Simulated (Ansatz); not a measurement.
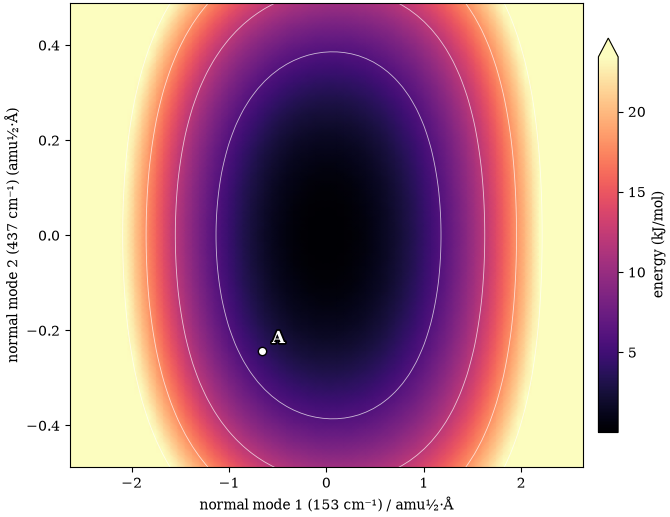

FGaHO, SMILES [O][GaH][F], spin multiplicity 2. The first coordinate is: normal mode 1 (153 cm⁻¹); the second: normal mode 2 (437 cm⁻¹). Nothing is relaxed (straight displacements along the two mass-weighted modes). The scan uses a 9 × 9 grid; 45 points were computed and 36 follow by symmetry. Points are written as (first, second). Energies: kJ/mol, counted from the lowest grid point. Level of theory: Ansatz 0.2.0, UKS PBE-D4/def2-TZVP.

Drawn: a smooth colour map with a few white contour lines, one colour for all values above the top of the scale, the point A. Between grid points the surface is interpolated.

> Which way does the force act at A, and how strong is it?

A, at (−0.66 amu½·Å, −0.244 amu½·Å), is not a stationary point. The computed force is 6.1 kJ/mol for each amu½·Å towards larger values of normal mode 1 (153 cm⁻¹) and 20 kJ/mol for each amu½·Å towards larger values of normal mode 2 (437 cm⁻¹).
